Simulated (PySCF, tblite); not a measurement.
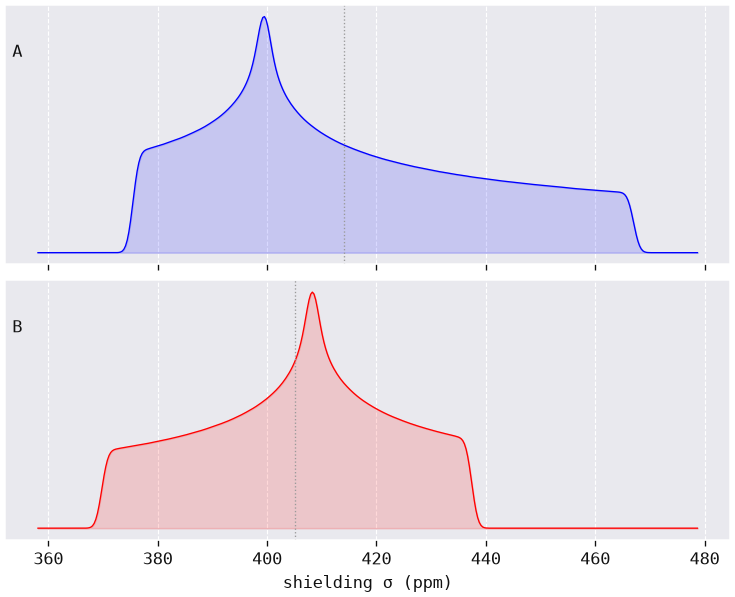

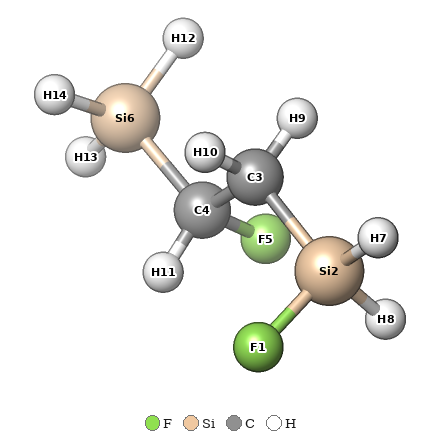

Static powder patterns (¹⁹F) from GIAO shielding tensors of C₂H₈F₂Si₂, SMILES F[SiH2]C[C@H](F)[SiH3], PBE0/pcSseg-1, PySCF, at a GFN2-xTB geometry (a minimum by its frequencies); absolute shielding, one fixed geometry of the isolated molecule without any motion, no dipolar terms. The dotted line is the isotropic value; skew is 3(σiso − σ22)/span.

### The panels belong to F1 and F5. Which is which?

panel A: F5, σ11, σ22, σ33 = 375, 399, 467 ppm, isotropic 414, span 92 ppm, skew 0.48; panel B: F1, σ11, σ22, σ33 = 370, 408, 437 ppm, isotropic 405, span 68 ppm, skew −0.14.

Known limits of this run: the tight-binding geometry is rougher than a DFT one and adds to the error; one conformer of a flexible molecule.
